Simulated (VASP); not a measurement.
Band structure of ZnF2 (rutile). Method: r2SCAN meta-GGA, VASP's PBE PAW potentials (set 64) (plane waves; VASP).

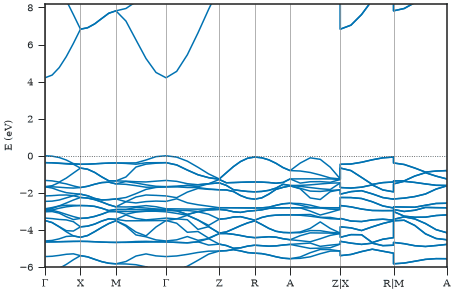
Bands along high-symmetry lines, zero at the valence-band maximum or, without a gap, the Fermi level

Question: Read the plot: is there a gap, and where are the band edges?

Answer: The gap is direct, 4.21 eV, from the valence maximum at Γ to the conduction minimum at Γ.

Measured: gap 7.50 eV (computed value off by -3.29 eV), as given by Dominik Kurzydłowski et al., Inorganic Chemistry (2020), arXiv:1912.01850 [midpoint of the printed range].

The compound is ZnF2 in the rutile structure. It was relaxed first.
